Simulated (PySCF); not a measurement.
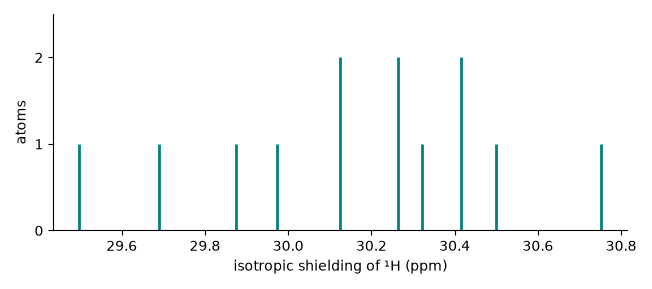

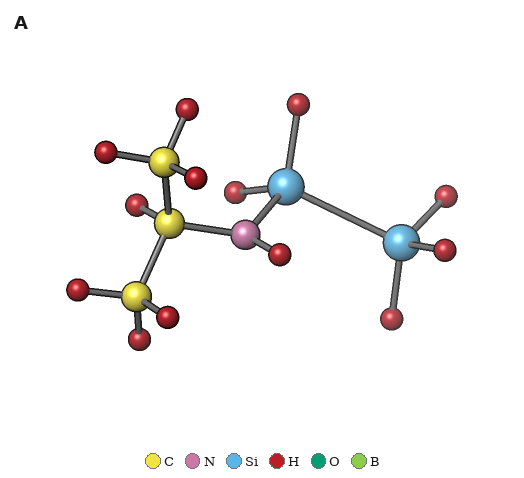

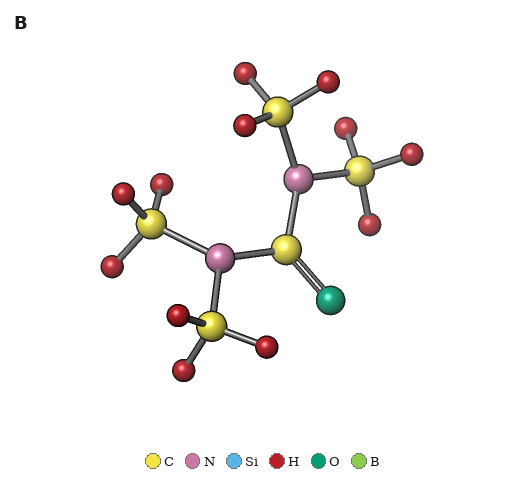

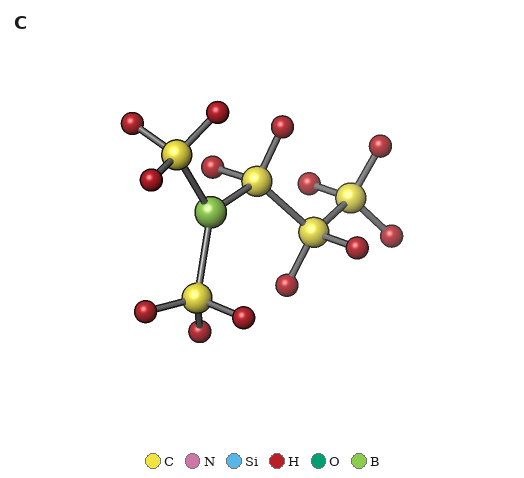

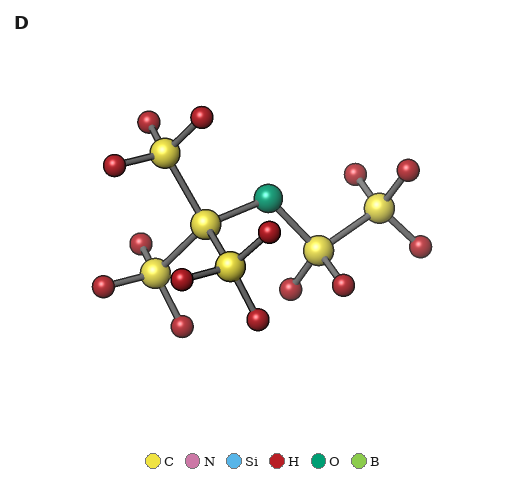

The sticks are computed shieldings of one of the molecules, for one fixed geometry (PBE0-D3(BJ)/def2-SVP) without averaging over rotations. Low shielding means a high chemical shift. Method: GIAO OPBE/pcSseg-1 NMR shielding, non-relativistic, gas phase (PySCF 2.14.0).

Match the spectrum to a structure.

Answer. C, `CCCB(C)C`. Its 13 H atoms give lines at 29.50, 29.69, 29.87, 29.97, 30.12 (2 atoms), 30.26 (2 atoms), 30.32, 30.42 (2 atoms), 30.50, 30.75 ppm.
